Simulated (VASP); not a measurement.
Band structure of LaPt$_{5}$ (space group P6/mmm). Computed with LDA (Ceperley-Alder, Perdew-Zunger), VASP's LDA PAW potentials (set 64) (plane waves; VASP 6.6.1).

Unless said otherwise, spin-orbit coupling is left out, though it shifts the bands of the heavy elements here.

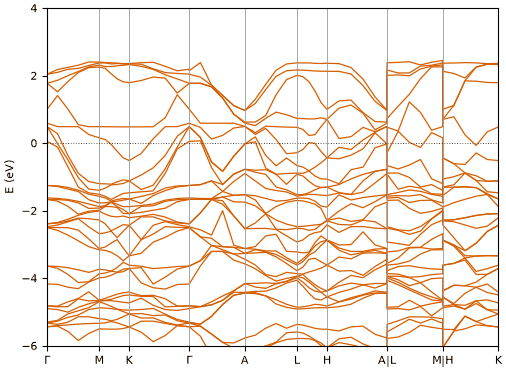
Figure: Bands along high-symmetry lines, zero at the valence-band maximum or, without a gap, the Fermi level

Read the plot: is there a gap, and where are the band edges?

It has no gap at this level: it comes out as a metal or semimetal.

The structure comes from a computed database's LaPt5 entry (P6/mmm); how it stands against other phases isn't given here. The cell was not relaxed at this level. The electron count is odd and the run is not spin-polarised, which forces a metal.
